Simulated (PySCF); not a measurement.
# C$_{3}$H$_{6}$OS: what the fields show

Input

```
{"job": {"kind": "nmr", "xc": "revPBE", "basis": "pcSseg-1", "every": 1, "pop": false}, "charge": 0, "multiplicity": 1}
C      1.761712     0.284757     0.092064
C      0.872375    -0.296066    -0.678051
S     -0.481806    -1.275057     0.091239
C     -1.588912     0.174381    -0.319358
O     -0.235907    -1.001233     1.511471
H      1.687009     0.158014     1.161668
H      2.557733     0.904599    -0.283436
H      0.861296    -0.261524    -1.754966
H     -2.572892    -0.027627     0.094733
H     -1.156860     1.038984     0.167488
H     -1.662002     0.315423    -1.391899
```

Command:

```sh
OMP_NUM_THREADS=1 python ens_run.py task.json out
```

Geometry: GFN2-xTB, coordinate held.

These are results of PySCF, revPBE/pcSseg-1, SCF density, gas phase, non-relativistic, not measurements.

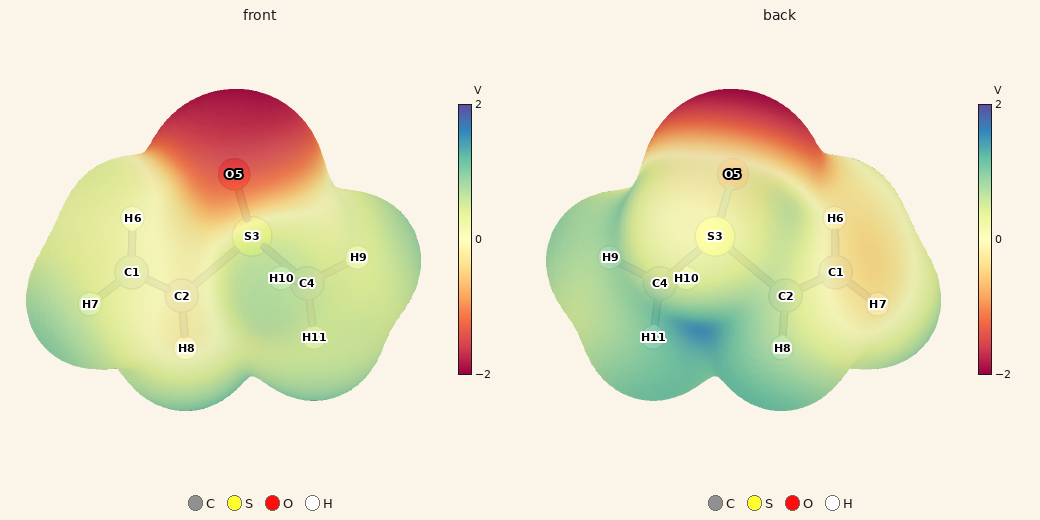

Figure 1. The electrostatic potential painted on the density surface at 0.002 e/bohr³, seen from the front and from behind; the colour scale runs from red (negative) to blue (positive).

**Which sites attract a positive test charge, and which a negative one?**

A positive charge is drawn to the negative regions and a negative charge to the positive ones. The most negative region (about −1.9 V) lies over O5, the most positive (about +1.5 V) over C2 and S3. O5 is the likeliest acceptor of a hydrogen bond.

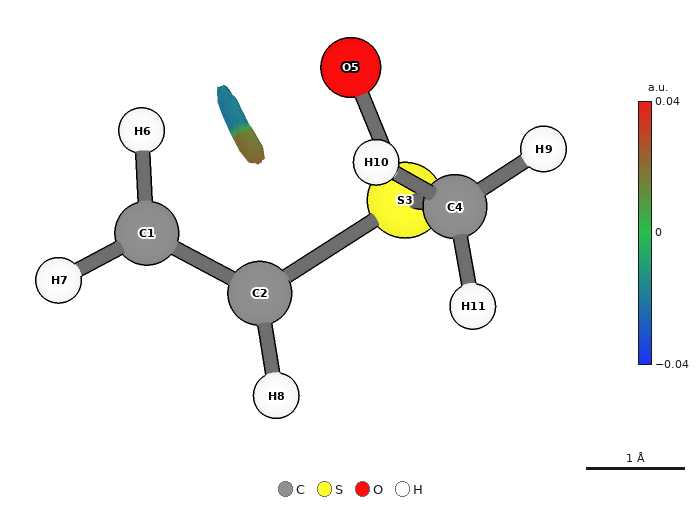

Figure 2. Non-covalent interaction (NCI) plot: the surface where the reduced density gradient is 0.4, for densities under 0.05 a.u., coloured by sign(λ₂)ρ; seen at a tilt.

**Identify the weak interactions.**

Between H6 and C1 on one side and O5 and S3 on the other: a weak contact, attractive (blue-green) on one side and crowded (olive to red) on the other.
